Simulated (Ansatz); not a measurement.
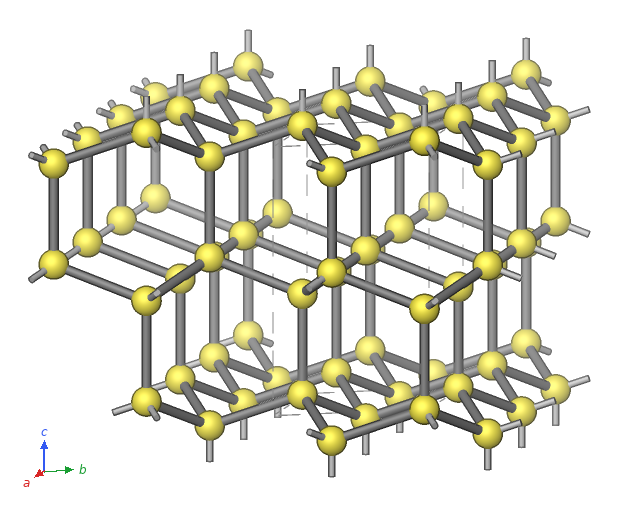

The picture shows a finite piece of the underlying net of a crystal structure, nodes on the atoms' positions. Nodes are coloured by topological kind. Edges to nodes outside the piece are drawn as stubs.

> What net is this?

A uninodal 4-connected, three-periodic net. It is the lon net, known from lonsdaleite, wurtzite and tridymite.

> Give point symbol and coordination sequence.

6⁶, sequence 4, 12, 25, 44, 67.

Origin of the net. The compound is BN (space group P6_3mc, No. 186), taken as the input geometry of an electronic-structure calculation (not necessarily at equilibrium); the starting structure was generated, so it need not be a known form of this composition. Bonds are taken as B–N below 1.8 Å; no other contact counts. Simplification: prune 0- and 1-connected atoms, fold 2-connected ones into links. B and N are 4-connected nodes.
